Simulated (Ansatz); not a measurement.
The calculation's input:

```
crystal:
  periodic: [false, false, false]
  atoms:
    - {symbol: Li, position_ang: [-2.976837, 0.134959, 1.404485]}
    - {symbol: Li, position_ang: [-0.039662, 0.757512, 0.904214]}
    - {symbol: Li, position_ang: [0.528174, 1.116814, -1.709073]}
    - {symbol: Li, position_ang: [3.987811, -2.315343, 0.004399]}
    - {symbol: Li, position_ang: [-1.792475, -0.704030, -1.037281]}
    - {symbol: Li, position_ang: [1.076165, 3.423556, 0.195912]}
    - {symbol: Li, position_ang: [-1.908920, 2.435022, -0.562994]}
    - {symbol: Li, position_ang: [1.827368, -1.374944, 1.930884]}
    - {symbol: Li, position_ang: [-1.026732, -2.168949, 1.295829]}
    - {symbol: Li, position_ang: [-3.818669, -2.662149, 0.151994]}
    - {symbol: Li, position_ang: [1.433241, -4.123710, 0.810080]}
    - {symbol: Li, position_ang: [-1.076111, -3.636155, -1.137816]}
    - {symbol: Li, position_ang: [1.168072, -1.638041, -0.673595]}
    - {symbol: Li, position_ang: [2.909775, 0.741659, 0.096063]}
basis:
  gaussian: {orbitals: def2-TZVP, initial_orbitals: start.molden}
hamiltonian: {xc: pbe0}
scf: {omitted_lower_state_checks: [starts]}
output: {orbitals: {seedname: orbitals}}
```

Command:

```sh
ansatz run in.yaml --threads 4 --pin off --events-out ev --progress --plain --max-ram 3916MiB
```

Geometry: B3LYP/def2-SVP.

Computed with RKS PBE0/def2-TZVP in Ansatz.

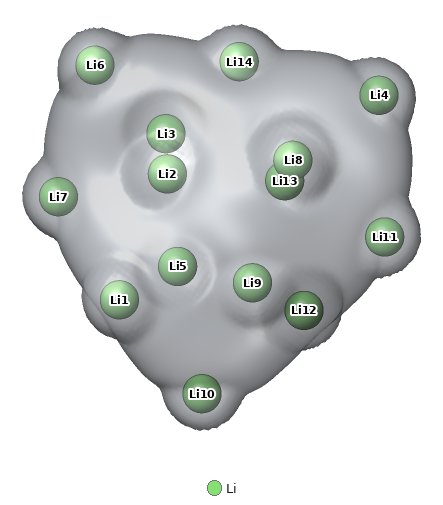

Li14. Isosurface of the total electron density at 0.04 e/Å³ (grey), seen across its widest extent.

Question: Which contacts does the surface bridge?

Answer: At this value the surface is in one piece. It bridges the sampled Li···Li (2.70 Å), Li–Li (2.70 Å) and Li–Li (2.84 Å) contacts, where the density stays above the isovalue. On the grid the lowest density along these lines, outside the cores, is 0.06 e/Å³ (Li···Li, 2.70 Å), 0.06 e/Å³ (Li–Li, 2.70 Å) and 0.06 e/Å³ (Li–Li, 2.84 Å).
